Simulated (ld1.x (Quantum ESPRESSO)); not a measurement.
# Run report: Ag, pseudopotential generation

Silver (Ag, Z = 47), core [Ar] 3d10 4s2, reference valence 4p6 4d10 5s1 5p0, valence charge 17. Level asked for: ultrasoft potential, PBE, scalar-relativistic, made with ld1.x (Quantum ESPRESSO) 7.5.

## The input
```
 &input
   title='Ag', zed=47., rel=1, dft='PBE', iswitch=3,
   config='[Kr] 4d10 5s1 5p0',
   nld=3, rlderiv=2.40, eminld=-6.0, emaxld=5.0, deld=0.02
 /
 &inputp
   pseudotype=3, tm=.true., lloc=-1, rcloc=2.10,
   nlcc=.false.,
   which_augfun='PSQ', rmatch_augfun_nc=.true.,
   file_pseudopw='Ag.UPF', file_wfcaegen='ae.wfc', file_wfcncgen='nc.wfc', file_beta='beta', file_chi='chi', file_wfcusgen='us.wfc'
 /
6
5S  1  0   1.00   0.00  1.55  2.20  0.0
5S  1  0   0.00   1.70  1.55  2.20  0.0
4P  2  1   6.00   0.00  1.35  1.45  0.0
5P  3  1   0.00   0.00  1.35  1.45  0.0
4D  3  2  10.00   0.00  1.35  1.60  0.0
4D  3  2   0.00   2.90  1.35  1.60  0.0
 &test
   configts(1)='4p6 4d10 5s1 5p0'
 /
```

Run as:
```bash
ld1.x < Ag.in > Ag.out
```

## Output
```
     Program LD1 v.7.5
     --------------------------- All-electron run ----------------------------

     Ag
     scalar relativistic calculation

     atomic number is 47.00
     dft =PBE   lsd =0 sic =0 latt =0  beta=0.20 tr2=1.0E-14
     Exchange-correlation= PBE
                           (   1   4   3   4   0   0   0)
     mesh =1237 r(mesh) =  99.46963 a.u. xmin = -7.00 dx = 0.01250
     1 Ry =  13.60569312 eV, c = 137.03599908

     n l     nl                  e(Ry)          e(Ha)          e(eV)
     1 0     1S 1( 2.00)     -1861.7536      -930.8768    -25330.4483
     2 0     2S 1( 2.00)      -274.1154      -137.0577     -3729.5296
     2 1     2P 1( 6.00)      -245.8688      -122.9344     -3345.2153
     3 0     3S 1( 2.00)       -50.2523       -25.1262      -683.7174
     3 1     3P 1( 6.00)       -40.9750       -20.4875      -557.4932
     4 0     4S 1( 2.00)        -6.9861        -3.4931       -95.0511
     4 1     4P 1( 6.00)        -4.3046        -2.1523       -58.5668
     3 2     3D 1(10.00)       -26.3476       -13.1738      -358.4778
     4 2     4D 1(10.00)        -0.5471        -0.2735        -7.4433
     5 0     5S 1( 1.00)        -0.3237        -0.1619        -4.4046
     5 1     5P 1( 0.00)        -0.0541        -0.0271        -0.7367

     final scf error:  5.8E-15 reached in  29 iterations

     Etot =  -10632.075544 Ry,   -5316.037772 Ha, -144656.757108 eV

     Ekin =   11045.682223 Ry,    5522.841111 Ha,  150284.162659 eV
     Encl =  -25700.050737 Ry,  -12850.025369 Ha, -349667.003579 eV
     Eh   =    4320.465290 Ry,    2160.232645 Ha,   58782.924888 eV
     Exc  =    -298.172319 Ry,    -149.086160 Ha,   -4056.841075 eV

     normalization and overlap integrals

     s(1S/1S) =  1.000000  <r> =   0.0311  <r2> =    0.0013  r(max) =   0.0202
     s(2S/2S) =  1.000000  <r> =   0.1349  <r2> =    0.0215  r(max) =   0.1136
     s(2P/2P) =  1.000000  <r> =   0.1177  <r2> =    0.0169  r(max) =   0.0907
     s(3S/3S) =  1.000000  <r> =   0.3685  <r2> =    0.1553  r(max) =   0.3328
     s(3P/3P) =  1.000000  <r> =   0.3676  <r2> =    0.1569  r(max) =   0.3246
     s(4S/4S) =  1.000000  <r> =   0.9120  <r2> =    0.9431  r(max) =   0.8186
     s(4P/4P) =  1.000000  <r> =   1.0010  <r2> =    1.1499  r(max) =   0.8714
     s(3D/3D) =  1.000000  <r> =   0.3458  <r2> =    0.1425  r(max) =   0.2725
     s(4D/4D) =  1.000000  <r> =   1.4179  <r2> =    2.5077  r(max) =   1.0381
     s(5S/5S) =  1.000000  <r> =   3.1661  <r2> =   11.7172  r(max) =   2.4902
     s(5P/5P) =  1.000000  <r> =   5.3534  <r2> =   35.0967  r(max) =   3.8569

     ------------------------ End of All-electron run ------------------------

     --------------------- Generating US pseudopotential ---------------------

      Generating local potential from pseudized AE potential:
      Matching radius rcloc =   2.1000

      Local pseudo, rcloc= 2.117 Estimated cut-off energy=     5.62 Ry
      Wfc-us  5S rcutus= 2.225  Estimated cut-off energy=     8.62 Ry
      Wfc-us  5S rcutus= 2.225  Estimated cut-off energy=    11.85 Ry
      Wfc-us  4P rcutus= 1.455  Estimated cut-off energy=    39.67 Ry
      Wfc-us  5P rcutus= 1.455  Estimated cut-off energy=    70.23 Ry
      Wfc-us  4D rcutus= 1.608  Estimated cut-off energy=    44.77 Ry
      Wfc-us  4D rcutus= 1.608  Estimated cut-off energy=    76.45 Ry

     Q pseudized with Bessel functions
     Expected ecutrho=     265.1669 due to l1=  1   l2=  1

 %%%%%%%%%%%%%%%%%%%%%%%%%%%%%%%%%%%%%%%%%%%%%%%%%%%%%%%%%%%%%%%%%%%%%%%%%%%%%%
     Error in routine chargeps (1):
     negative rho
 %%%%%%%%%%%%%%%%%%%%%%%%%%%%%%%%%%%%%%%%%%%%%%%%%%%%%%%%%%%%%%%%%%%%%%%%%%%%%%

     stopping ...
```

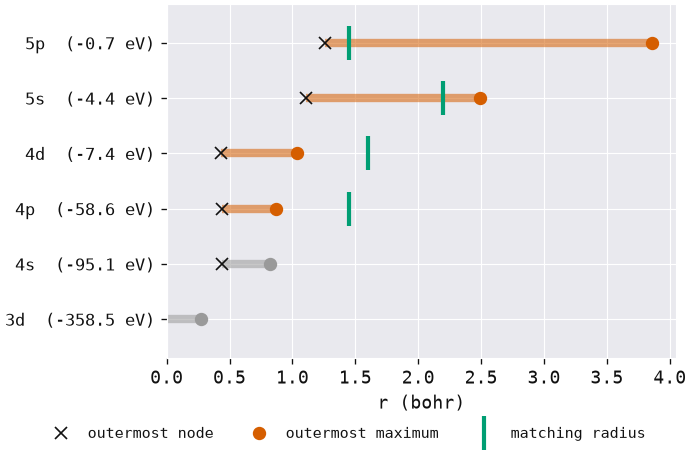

**Figure 1.** Outer shells of the all-electron reference atom: each bar runs from the outermost node (or the nucleus) to the outermost maximum of u(r); the tick is the radius chosen for the pseudo-wave. Shells without a tick have no pseudo-wave of their own. Levels, nodes and maxima are from ld1.x, scalar-relativistic.

- Radii against the shells: 4p: 1.45 bohr, outside the maximum; 4d: 1.60 bohr, outside the maximum; 5s: 2.20 bohr, between node and maximum; 5p: 1.45 bohr, between node and maximum.

## Outcome

- outcome: ended with an error
- hardware: 1 CPU thread, shared host

## What went wrong

The generator stopped with the message “chargeps: negative rho”. In words: the spherical valence density built from the smooth waves and the augmentation charge turned negative at some radius.
